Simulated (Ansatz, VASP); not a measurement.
# SrScIr2 in two plane-wave programs, part 2 of 2

Wanted: the spread between two codes on one cell, functional and k mesh. The cell is generated by rule, not measured, and may not be a known phase. The cell comes out of the VASP series on this material, whose earlier steps may have relaxed, scaled or displaced it; both programs get it as it stands.

VASP 6.6.1 and Ansatz 0.2.0.

So far. Step 2 (VASP: single point, r2SCAN): The run ends at a pressure of 0.01 GPa. Step 3 (Ansatz: single point, r2SCAN): The run ends at a pressure of -0.67 GPa.

## 5. VASP: band structure, r2SCAN, spin-orbit coupling

Level of this step: r2SCAN, spin-orbit coupling; plane waves and PAW (Sr_sv, Sc_sv, Ir); invented cell (VASP).

The same path points are solved in both programs, so levels can be compared one by one.

INCAR

```
SYSTEM = SrScIr2
PREC = Accurate
ENCUT = 400
EDIFF = 1E-06
NELM = 100
ISMEAR = 0
SIGMA = 0.05
LREAL = .FALSE.
ALGO = Normal
METAGGA = R2SCAN
LASPH = .TRUE.
LNONCOLLINEAR = .TRUE.
MAGMOM = 0 0 0 0 0 0 0 0 0 0 0 0
NBANDS = 50
GGA_COMPAT = .FALSE.
LSORBIT = .TRUE.
LMAXMIX = 4
LORBIT = 11
LWAVE = .FALSE.
LCHARG = .FALSE.
KPAR = 2
```

POSCAR

```
SrScIr2
1.0
    4.6319270953     -0.0000000003      0.0000000000
   -2.3159635533      4.0113665349      0.0000000000
    0.0000000000      0.0000000000      5.2559482474
Sr Sc Ir
1 1 2
Direct
    0.6666666700      0.3333333300      0.5000000000
    0.3333333300      0.6666666700      0.5000000000
    0.3333333300      0.6666666700      0.0000000000
    0.6666666700      0.3333333300      0.0000000000
```

KPOINTS

```
Automatic mesh
0
Gamma
5 5 4
0 0 0
```

KPOINTS_OPT

```
Line mode
16
Line-mode
Reciprocal
  0.00000000   0.00000000   0.00000000 GAMMA
  0.50000000   0.00000000   0.00000000 M

  0.50000000   0.00000000   0.00000000 M
  0.33333333   0.33333333   0.00000000 K

  0.33333333   0.33333333   0.00000000 K
  0.00000000   0.00000000   0.00000000 GAMMA

  0.00000000   0.00000000   0.00000000 GAMMA
  0.00000000   0.00000000   0.50000000 A

  0.00000000   0.00000000   0.50000000 A
  0.50000000   0.00000000   0.50000000 L

  0.50000000   0.00000000   0.50000000 L
  0.33333333   0.33333333   0.50000000 H

  0.33333333   0.33333333   0.50000000 H
  0.00000000   0.00000000   0.50000000 A

  0.50000000   0.00000000   0.50000000 L
  0.50000000   0.00000000   0.00000000 M

  0.33333333   0.33333333   0.00000000 K
  0.33333333   0.33333333   0.50000000 H
```

PAW data sets: Sr_sv, Sc_sv and Ir (PBE family, release 64).

Launch:

```
$ mpirun -np 2 vasp_ncl
```

Numbers of over 12 decimals in the logs are rounded to 6 here.

Log:

```text
[banner, memory and clock lines left out]
running    2 mpi-ranks, on    1 nodes
[...]
[... a notice as in an earlier step ...]

 LDA part: xc-table for (None), standard interpolation
 POSCAR, INCAR and KPOINTS ok, starting setup
[...]
entering main loop
       N       E                     dE             d eps       ncg     rms          rms(c)
DAV:   1     0.373532515250E+03    0.37353E+03   -0.15386E+04  2140   0.129E+03
DAV:   2    -0.813201433469E+02   -0.45485E+03   -0.44412E+03  2124   0.499E+02
DAV:   3    -0.134379351310E+03   -0.53059E+02   -0.49268E+02  3446   0.161E+02
DAV:   4    -0.139994443601E+03   -0.56151E+01   -0.53189E+01  3624   0.543E+01
[...]
DAV:  17    -0.127061619749E+03   -0.11010E-04   -0.40164E-05  2704   0.426E-02    0.223E-02
DAV:  18    -0.127061617115E+03    0.26341E-05   -0.11215E-05  2900   0.249E-02    0.561E-03
DAV:  19    -0.127061617863E+03   -0.74809E-06   -0.18743E-06  2298   0.114E-02
   1 F= -.12706162E+03 E0= -.12705793E+03  d E =-.737027E-02  mag=    -0.0000    -0.0000    -0.0000
 Start KPOINTS_OPT (optional k-point list driver)
k-point batch [1-21\144]
       N       E                     dE             ncg
DAV:   1     0.302717204179E+04   -0.64587E+04     2172
DAV:   2    -0.672777424141E+04   -0.97549E+04     2116
DAV:   3    -0.780614713536E+04   -0.10784E+04     3190
DAV:   4    -0.792167755246E+04   -0.11553E+03     3552
[...]
DAV:   9    -0.792901259141E+04   -0.44509E-04     3464
DAV:  10    -0.792901259324E+04   -0.18330E-05     2000
DAV:  11    -0.792901259344E+04   -0.20104E-06     1768
[...]
k-point batch [127-144\144]
       N       E                     dE             ncg
DAV:   1     0.495287811357E+04   -0.14995E+05     1856
DAV:   2    -0.328505168417E+04   -0.82379E+04     1808
DAV:   3    -0.415826591186E+04   -0.87321E+03     2832
DAV:   4    -0.425103415166E+04   -0.92768E+02     3024
[...]
DAV:   9    -0.425834216987E+04   -0.87881E-04     3070
DAV:  10    -0.425834217683E+04   -0.69652E-05     2120
DAV:  11    -0.425834217722E+04   -0.38943E-06     1572
```

OUTCAR, selected parts (step 5):

```text
  Total       -0.0895306     -0.0895306      1.2004377      0.0000000     -0.0000000      0.0000000
  in kB       -1.4688489     -1.4688489     19.6945043      0.0000000     -0.0000000      0.0000000
  external PRESSURE =       5.5856022 kB  Pullay stress =       0.0000000 kB

 POSITION                                       TOTAL-FORCE (eV/Angst)
 -----------------------------------------------------------------------------------
      2.31596      1.33712      2.62797         0.000000      0.000000      0.000000
     -0.00000      2.67424      2.62797         0.000000     -0.000000      0.000000
     -0.00000      2.67424      0.00000         0.000000      0.000000      0.000000
      2.31596      1.33712      0.00000        -0.000000      0.000000      0.000000
 -----------------------------------------------------------------------------------
    total drift:                                0.000011     -0.000006     -0.000000

  FREE ENERGIE OF THE ION-ELECTRON SYSTEM (eV)
  ---------------------------------------------------
  free  energy   TOTEN  =      -127.0616178628 eV

  energy  without entropy=     -127.0542475881  energy(sigma->0) =     -127.05793273

 magnetization (x)
# of ion       s       p       d       tot
------------------------------------------
    1        0.000  -0.000   0.000   0.000
    2        0.000   0.000   0.000   0.000
    3        0.000  -0.000   0.000   0.000
    4       -0.000   0.000  -0.000  -0.000
--------------------------------------------------
tot          0.000   0.000  -0.000  -0.000

 magnetization (y)
# of ion       s       p       d       tot
------------------------------------------
    1       -0.000  -0.000   0.000   0.000
    2       -0.000  -0.000   0.000   0.000
    3       -0.000   0.000  -0.000  -0.000
    4        0.000  -0.000   0.000   0.000
--------------------------------------------------
tot         -0.000  -0.000   0.000  -0.000

 magnetization (z)
# of ion       s       p       d       tot
------------------------------------------
    1       -0.000  -0.000  -0.000  -0.000
    2       -0.000   0.000  -0.000  -0.000
    3        0.000  -0.000  -0.000  -0.000
    4        0.000  -0.000   0.000  -0.000
--------------------------------------------------
tot         -0.000  -0.000  -0.000  -0.000

[... 1 part as in an earlier step ...]

[... 2 further parts left out ...]
[key lines of the parts left out:]
E-fermi :   3.7694
```

The run ends at a pressure of 0.56 GPa.

## 6. Ansatz: band structure, r2SCAN, spin-orbit coupling

The same cell, functional, mesh and smearing now go to Ansatz, which takes its cutoff from its data sets.

The cell comes out of the VASP series on this material, whose earlier steps may have relaxed, scaled or displaced it; both programs get it as it stands.

input.yaml

```yaml
crystal:
  lattice:
    - [4.6319270953, -3.0e-10, 0.0]
    - [-2.3159635533, 4.0113665349, 0.0]
    - [0.0, 0.0, 5.2559482474]
  atoms:
    - { symbol: Sr, position: [0.66666667, 0.33333333, 0.5] }
    - { symbol: Sc, position: [0.33333333, 0.66666667, 0.5] }
    - { symbol: Ir, position: [0.33333333, 0.66666667, 0.0] }
    - { symbol: Ir, position: [0.66666667, 0.33333333, 0.0] }
hamiltonian:
  xc: r2scan
  pseudopotentials: { kind: paw_fr }
magnetization:
  noncollinear: true
  spin_orbit: true
kpoints:
  mp_grid: { grid: [5, 5, 4] }
  band_path:
    path:
      - [0.0, 0.0, 0.0]
      - [0.13333, 0.0, 0.0]
      - [0.3, 0.0, 0.0]
      - [0.46667, 0.0, 0.0]
      - [0.46667, 0.06667, 0.0]
      - [0.41111, 0.17778, 0.0]
      - [0.35556, 0.28889, 0.0]
      - [0.28889, 0.28889, 0.0]
      - [0.17778, 0.17778, 0.0]
      - [0.06667, 0.06667, 0.0]
      - [0.0, 0.0, 0.03333]
      - [0.0, 0.0, 0.2]
      - [0.0, 0.0, 0.36667]
      - [0.0, 0.0, 0.5]
      - [0.16667, 0.0, 0.5]
      - [0.3, 0.0, 0.5]
      - [0.46667, 0.0, 0.5]
      - [0.46667, 0.06667, 0.5]
      - [0.41111, 0.17778, 0.5]
      - [0.35556, 0.28889, 0.5]
      - [0.28889, 0.28889, 0.5]
      - [0.17778, 0.17778, 0.5]
      - [0.06667, 0.06667, 0.5]
      - [0.5, 0.0, 0.46667]
      - [0.5, 0.0, 0.3]
      - [0.5, 0.0, 0.13333]
      - [0.33333, 0.33333, 0.0]
      - [0.33333, 0.33333, 0.16667]
      - [0.33333, 0.33333, 0.33333]
      - [0.33333, 0.33333, 0.5]
    npoints: 1
scf:
  occupations: { method: gaussian, width: 0.05 }
  n_extra_bands: 16
output:
  forces: true
  stress: true
  eigenvalues: true
  write_density: true
  write_potential: true
  elf: true
  volumetric_format: npy
```

Launch:

```
$ ansatz run input.yaml --threads 2 --pin off --max-ram 4608MiB --backend cpu --events-out ev --progress --plain --runs-dir out
```

Log:

```text
[...]
non-collinear run that drives no moment, with spin-orbit: no starting moment large enough to seed its density (crystal.atoms[].spin), no starting occupations that ask for one, no magnetisation constraint and no magnetic field, so the semilocal B_xc is pinned to zero
Crystal: 4 atoms, lattice volume = 97.657 Å³
[...]
k-point 1: bands = [... 51 lower, 10.3078, 10.6272, 10.6272, 10.9942, 11.0062, 12.7923, 12.7923, 13.1398, ... 12 higher]
  k-point 2: bands = [... 51 lower, 10.6650, 11.1265, 11.1265, 11.4429, 11.4429, 12.0776, 12.0776, 12.5307, ... 12 higher]
  k-point 14: bands = [... 51 lower, 11.1286, 11.3661, 11.4028, 11.6166, 11.7239, 11.7657, 11.8614, 12.6463, ... 12 higher]
[key lines of the parts left out:]
SCF converged after 13 iterations
Magnetization: |M| = 0.0000 μB,  M = (+0.0000, +0.0000, +0.0000) μB
Free energy (F): -29533.488406 eV
Fermi energy:    11.620844 eV
P = ⅓ Tr σ = -0.1914 GPa (-1.914 kbar)
```

Elapsed: 2.3 min, on 2 threads of Arm Neoverse N1, shared host; peak memory 1.1 GiB; 4.5 min of CPU time.

## 7. Differences

What differs besides the data sets and the points named for the pairs above, as far as they apply: spin-orbit coupling enters by fully relativistic files in Ansatz and inside the spheres in VASP; the data sets hold 55 valence electrons in Ansatz (fully relativistic PAW (standard-fr) files) and 39 in VASP. Total energies have different zeros and are not compared.

The two programs side by side:

```csv
quantity,Ansatz,VASP,difference
pressure (GPa),-0.19,0.56,-0.75
```

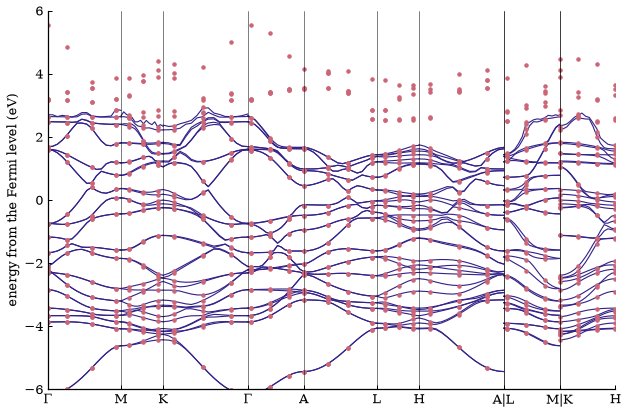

Bands from VASP (lines) and levels from Ansatz (dots). Dots without a line are higher empty bands that the VASP plot leaves out.

Levels from 3 eV below to 2 eV above the Fermi level differ by 10 meV r.m.s. and 28 meV at most; each VASP level is matched to the nearest of Ansatz, which flatters the figure a little. Ansatz's pressure holds a Pulay correction of 0.06 GPa; VASP's holds none.

## 8. Outcome

```json
{
 "difference in pressure (single point, r2SCAN)": "-0.68 GPa",
 "r.m.s. difference of levels near the Fermi level (band structure, r2SCAN, spin-orbit coupling)": "10 meV",
 "difference in pressure (band structure, r2SCAN, spin-orbit coupling)": "-0.75 GPa"
}
```

What this shows: The difference in pressure is -0.75 GPa (band structure, r2SCAN, spin-orbit coupling), within the 1 GPa picked in this series as the mark of a large difference. How closely two codes agree says nothing of how well the functional describes the real material.

[Lines on the potential files, build, host, timing and source positions are cut from VASP's logs without a mark.]

[Logs are printed without paths, hosts, clocks, repeated set-up lines and the standing remarks that a program may print on its own settings, such as how far it seeks lower states.]

[Hosts, paths, dates, database ids (printed as entryN), source tags and the programs' standing remarks are cut or masked in the printed files.]
